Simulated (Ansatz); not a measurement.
Three curves of one kind of scan: energy against volume (even scaling of the relaxed cell, symmetry kept). The numbers are results of PBE (plane waves to 420 eV, PAW, scalar-relativistic; Ansatz, a program for electronic structure), not measurements. Each is measured from its own zero (the relaxed starting cell). 

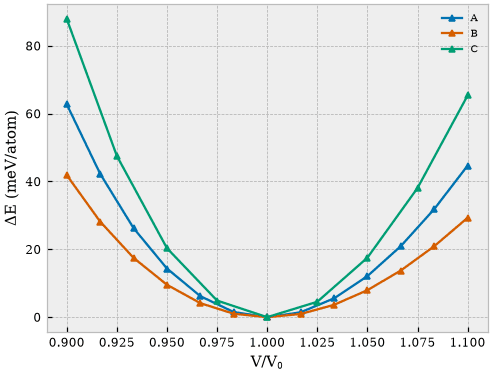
Figure: Curves A, B and C.

Q: Match the curves to these crystals:
- TiAl3 (D022 type, space group I4/mmm), a = 3.8459 Å, b = 3.8459 Å, c = 8.6199 Å, α = 90.00°, β = 90.00°, γ = 90.00°
- Mg3Sb2 (A-La2O3 type, space group P-3m1), a = 4.5959 Å, b = 4.5959 Å, c = 7.2716 Å, α = 90.00°, β = 90.00°, γ = 120.00°
- Hf (hcp, Mg type), a = 3.2042 Å, b = 3.2042 Å, c = 5.0691 Å, α = 90.00°, β = 90.00°, γ = 120.00°

A: A is TiAl3; B is Mg3Sb2; C is Hf.

All were relaxed with their symmetry unable to fall. Hf is run without spin polarisation. Spin-orbit coupling is left out. TiAl3 is run without spin polarisation.

(A scan under strain: stresses follow from slopes of the energy per volume, elastic moduli from its curvatures.)
